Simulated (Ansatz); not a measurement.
A series of calculations on AlH$_{2}$ClF$_{2}$

## 1. Relaxation

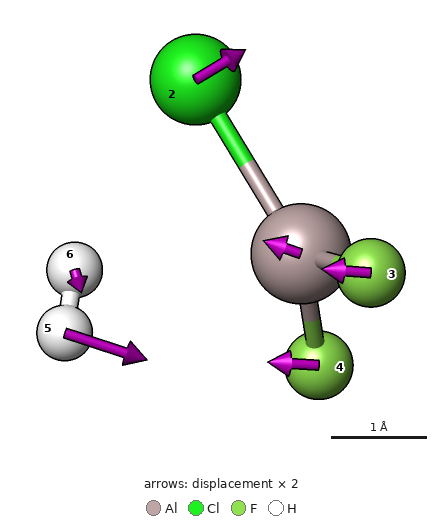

This is a relaxation of AlH2ClF2. The starting structure is drawn; purple arrows show the displacements, magnified 2 times. The two geometries are superimposed by the best rigid fit.

The picture is a ball-and-stick view, seen at a tilt.

The run prepares an end point of a later path (reaction) calculation, from a guessed geometry.

All numbers below come from Ansatz 0.2.0, RKS B3LYP/cc-pVDZ.

Input
```yaml
crystal:
  periodic: [false, false, false]
  atoms:
    - { symbol: Al, position_ang: [-0.001195, 0.232865, 0.104388] }
    - { symbol: Cl, position_ang: [-0.003902, 0.483433, 2.279058] }
    - { symbol: F, position_ang: [1.445339, 0.21066, -0.737072] }
    - { symbol: F, position_ang: [-1.447611, 0.142347, -0.732403] }
    - { symbol: H, position_ang: [0.083095, -2.4282, 0.810964] }
    - { symbol: H, position_ang: [0.068175, -1.906704, 1.310066] }
basis:
  gaussian: { orbitals: cc-pVDZ }
hamiltonian:
  xc: b3lyp
relax:
  f_tol: 0.03
  max_steps: 50
output:
  orbitals: {}
```

Launched with:
```bash
ansatz run input.yaml --threads 1 --pin off --max-ram 2048MiB --backend cpu --events-out ev --progress --plain --runs-dir out
```

> Atoms of which element are displaced furthest, and by how much?

Hydrogen: up to 0.46 Å, against 0.33 Å for chlorine.

> What did the optimiser do to the structure, and how much energy did it gain?

The atom that moves furthest after the best rigid fit is H5 (0.46 Å). Largest moves by element: H 0.46 Å, Cl 0.33 Å, F 0.28 Å, Al 0.22 Å. Near-neighbour distances that change, for instance: Al1–H5 2.755 → 2.259 Å, Al1–H6 2.457 → 2.251 Å, Al1–Cl2 2.189 → 2.105 Å, H5–H6 0.722 → 0.769 Å. After 8 accepted moves (9 points after the start) the energy has fallen by 4.93 kcal/mol. The largest force component goes from 1.3 to 0.027 eV/Å. The line search rejected the trial step at point 2 of the run. Cost: 17 s on 1 thread of Intel(R) Xeon(R) 6975P-C (Granite Rapids), with other jobs on the host, peak memory 0.16 GiB.

Limits of the set-up: the start holds two separate molecules, 2.5 Å apart at their closest, whose relative position is a soft coordinate and is computed without a dispersion correction.

## 2. Relaxation

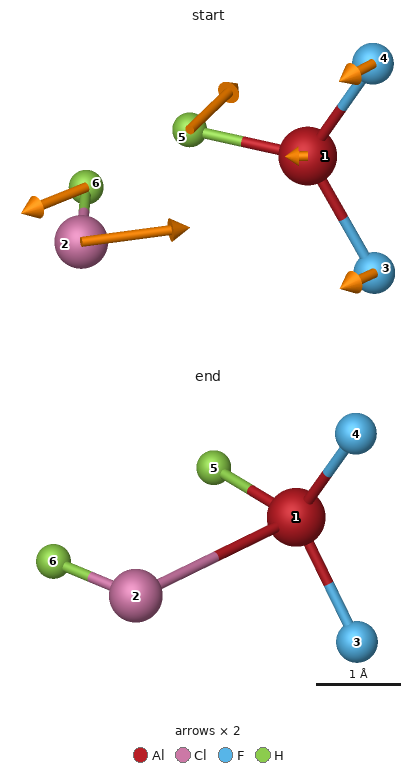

The structure of AlH$_{2}$ClF$_{2}$ before (top) and after (bottom) a relaxation, at one scale. The orange arrows give the displacements, magnified 2 times.

A ball-and-stick model, seen at a tilt.

The run prepares an end point of a later path (reaction) calculation, from a guessed geometry.

Computed with RKS B3LYP/cc-pVDZ (Ansatz 0.2.0). (no spin polarisation; force threshold 0.03 eV/Å; at most 50 steps)

Question: Describe what moved and what it gained.

Answer: Over 9 accepted moves (10 points after the start) the energy falls by 5.87 kcal/mol. Largest force component: 0.78 eV/Å at the start, 0.018 eV/Å at the end. The line search rejected the trial step at point 2 of the run. The largest move after the best rigid fit is that of Cl2, 0.68 Å. Largest moves by element: Cl 0.68 Å, H 0.63 Å, F 0.30 Å, Al 0.14 Å. Near-neighbour distances that change, for instance: Al1–Cl2 3.427 → 2.703 Å, Cl2–H6 1.340 → 1.301 Å, Al1–F3 1.681 → 1.690 Å, Al1–H5 1.562 → 1.569 Å. New bonds form, among them: Al1–Cl2 (3.43 → 2.70 Å). Among the angles between lasting bonds that change: F3–Al1–F4 119.3° → 117.0°.

## 3. Path

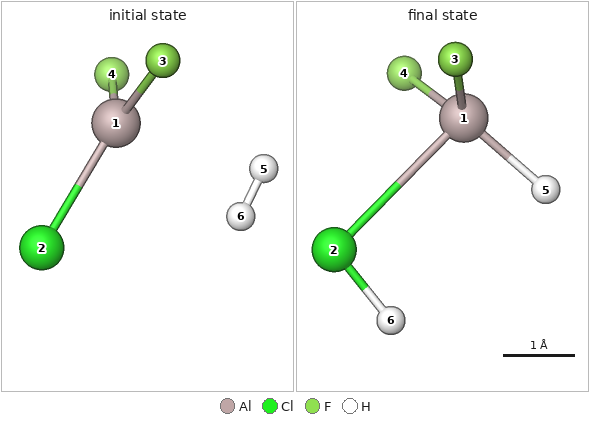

The two relaxed end points of a path for AlH$_{2}$ClF$_{2}$, made up at the start of AlClF₂ and H$_{2}$. A ball-and-stick model, seen at a tilt.

Level of theory: Ansatz 0.2.0, RKS B3LYP/cc-pVDZ.

Set-up: 7 movable images; climbing image; force threshold 0.05 eV/Å; iteration limit 60.

Start:
```xyz
6

Al    0.0049    0.1043    0.2779
Cl   -0.0109    0.8195    2.2580
F     1.4495   -0.0039   -0.5710
F    -1.4352   -0.0855   -0.5647
H     0.0707   -2.1473    0.4456
H     0.0649   -1.9527    1.1891
```

End:
```xyz
6

Al    0.0217   -0.5251   -0.3559
Cl    0.0118    0.0029    2.2949
F     1.4384    0.3342   -0.6901
F    -1.4431    0.2519   -0.6840
H     0.0665   -2.0849   -0.1922
H     0.0486   -1.2446    2.6624
```

Q: What barrier does the band find between them, and by what path?

A: Forward barrier 133.3 kJ/mol, backward barrier 35.8 kJ/mol, with image 4 at the top; the reaction energy is +97.5 kJ/mol. Breaking: H5–H6 (0.77 → 1.23 at the top → 2.98 Å). Forming: Al1–H5 (2.26 → 1.66 at the top → 1.57 Å), Cl2–H6 (2.97 → 1.47 at the top → 1.30 Å). The band converged in 9 iterations. The largest component of the band force went from 3.2 to 0.046 eV/Å. The climbing image converged on the top of the path. Its vibrational analysis gives one imaginary mode (775i cm⁻¹), as a transition state must have.

Energies of the converged images:

```tsv
image	path (Å)	E (kJ/mol)
0	0.00	0.0
1	0.36	4.8
2	0.73	28.3
3	1.09	89.2
4	1.45	133.3
5	1.80	119.7
6	2.14	107.3
7	2.48	99.8
8	2.82	97.5
```

The geometry at the top of the path:

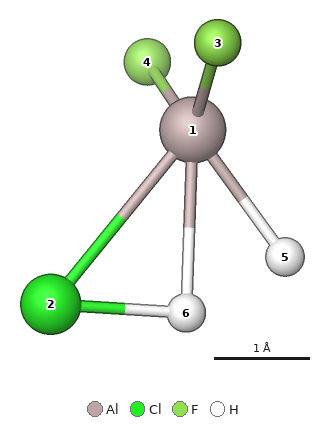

Limits of the set-up: the start holds two separate molecules, 2.3 Å apart at their closest, whose relative position is a soft coordinate and is computed without a dispersion correction.
